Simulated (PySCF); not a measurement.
Molecule: SMILES F[Si](Cl)([GeH3])[GeH3]. Atoms near the plane z = 1.0 Å, at the PBE0/def2-SVP optimised geometry (x, y, z in Å): F1 (1.9, -1.5, 0.0), Si2 (0.3, -1.5, 0.0), Ge4 (-0.4, 0.8, 0.0), Ge5 (-0.4, -2.9, 1.8), H6 (-1.9, 0.8, 0.0), H7 (0.1, 1.5, 1.3), H10 (-1.9, -3.0, 1.8).

Calculation: PySCF with PBE0/def2-TZVP. The values are rescaled to run from 0 to 1.

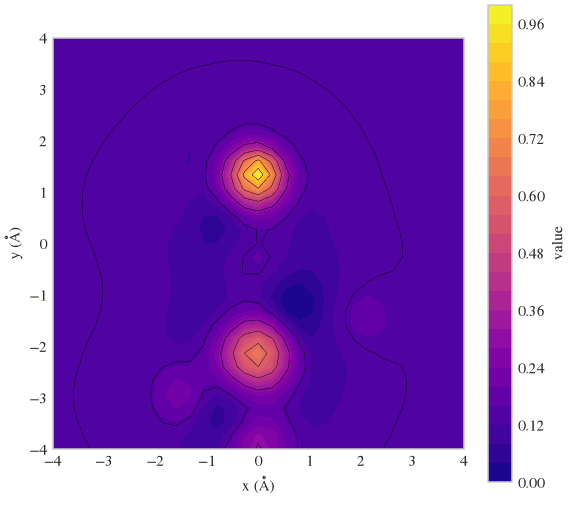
a field on the plane z = 1.0 Å.

Problem. Which quantity is mapped?
A. log10 of the electron density
B. electrostatic potential
C. deformation density (molecule minus spherical neutral atoms)
D. electron localisation function

Solution. C, deformation density (molecule minus spherical neutral atoms). In full: deformation density (molecule minus spherical neutral atoms) (e/bohr³).
